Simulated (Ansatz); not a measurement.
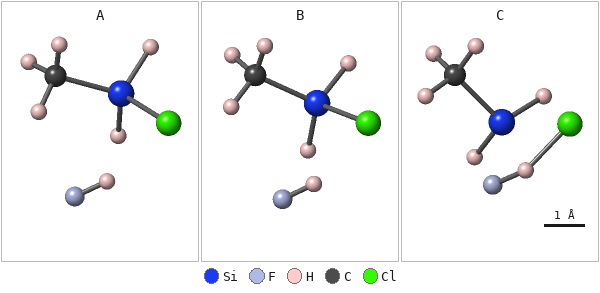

3 geometries from a converged minimum-energy path of CH₆ClFSi, shuffled. Style: ball-and-stick. Shown from a free direction.

Theory: Ansatz 0.2.0, UKS PBE-D4/def2-SVP. Settings: 5 movable images; climbing image; force threshold 0.05 eV/Å; iteration limit 60; starting path through a guess of the saddle point.

**Which frame is the top of the path?**

C. In order along the path, whose images run from 0 to 6: C (image 3, +1.22 eV), B (image 5, +0.33 eV), A (image 6, +0.27 eV). Breaking: Cl–H (1.31 → 2.16 Å), F–Si (1.67 → 3.23 Å). Forming: F–H (1.86 → 0.95 Å), Cl–Si (3.81 → 2.13 Å).

Cost: 3.1 min on 2 threads of Arm Neoverse V1, with other jobs on the host, peak memory 0.17 GiB.
